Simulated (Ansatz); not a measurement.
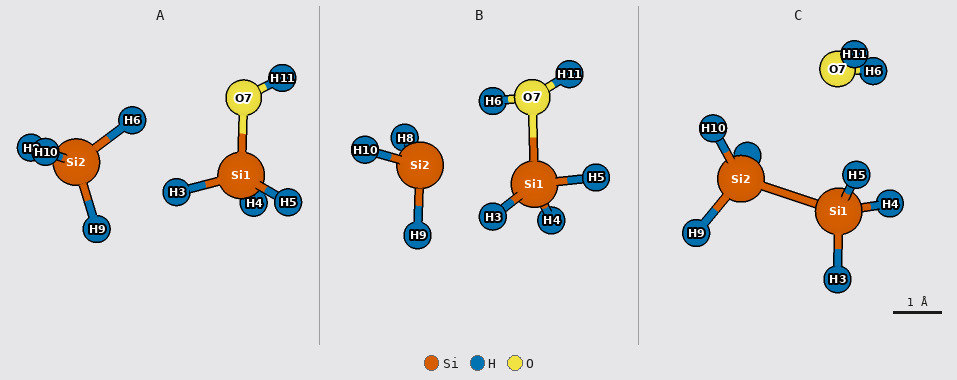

Three geometries of Si2H8O: a saddle point and the two minima that it joins, in shuffled order. The picture is a ball-and-stick view, seen at a tilt. Sticks join atoms that are closer than about 1.2 times the sum of their covalent radii (a little more with hydrogen).

Stationary points at PBE0-D4/def2-TZVP, single-point energies with wB97M-V, PBE-D4, r2SCAN-D4, CAM-B3LYP-D4, SPW92 (LDA), BHLYP-D4 (def2-TZVPP where no basis is named; Ansatz 0.2.0). The energies are electronic, without zero-point or thermal terms, and both ends are the minima reached downhill from the saddle, with any fragments still in contact.

> Which frame is the transition state, what reaction does it lead through, and what barrier is to be expected?

Frame B is the saddle point. Counted by bonded pieces, C holds H₂O + Si₂H₆ and A holds SiH₄ + SiH₄O. From C over the saddle to A, bonds form: Si1–O7 (3.13 → 1.84 → 1.65 Å), Si2–H6 (3.66 → 2.12 → 1.48 Å). Bonds break: Si1–Si2 (2.34 → 2.77 → 4.02 Å), H6–O7 (0.96 → 1.06 → 3.17 Å). The saddle has one imaginary mode, 569i cm⁻¹. With wB97M-V the barrier is 1.81 eV from C and 2.61 eV from A, and A lies 0.80 eV below C.

```
       level  barrier from C (eV)  barrier from A (eV)  A less C (eV)
     wB97M-V                 1.81                 2.61          −0.80
      PBE-D4                 1.57                 2.12          −0.55
   r2SCAN-D4                 1.71                 2.43          −0.72
CAM-B3LYP-D4                 1.88                 2.74          −0.85
 SPW92 (LDA)                 1.25                 1.78          −0.53
    BHLYP-D4                 2.02                 2.89          −0.87
```

Limits of the set-up: the start holds two separate molecules, 2.8 Å apart at their closest, whose relative position is a soft coordinate.
